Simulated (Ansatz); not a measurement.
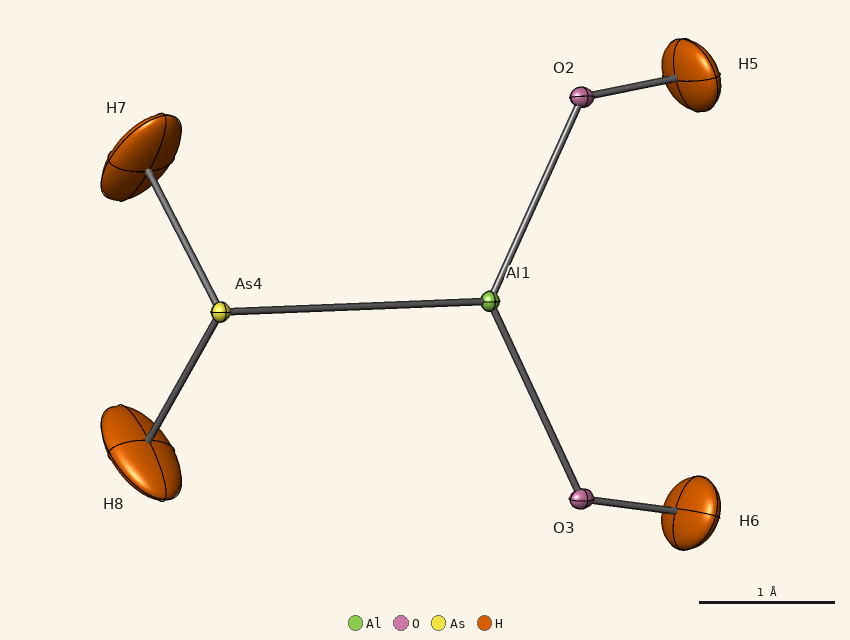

Displacement ellipsoids at the 50 % level, from the internal vibrations of the free molecule (harmonic, no overall translation or rotation; no half-axis is drawn under 0.075 Å). Vibrations computed with RKS PBE0-D4/def2-TZVP (Ansatz 0.2.0). Temperature: 0 K (zero-point motion alone).

Which atom moves most?

H7, H8, with U_eq = 0.0466 Å².

Does H7 move more along its bond or across it?

Across it: the root-mean-square amplitude is 0.087 Å along the bond and up to 0.313 Å across, since bending and torsion are softer than stretching.

List U_eq and the three principal root-mean-square amplitudes for each kind of atom.

```csv
atom,U_eq (Å²),rms amplitudes (Å)
Al1,0.0015,"0.033, 0.038, 0.044"
"O2, O3",0.0023,"0.035, 0.039, 0.065"
As4,0.00022,"0.005, 0.015, 0.020"
"H5, H6",0.0320,"0.087, 0.182, 0.235"
"H7, H8",0.0466,"0.087, 0.185, 0.313"
```
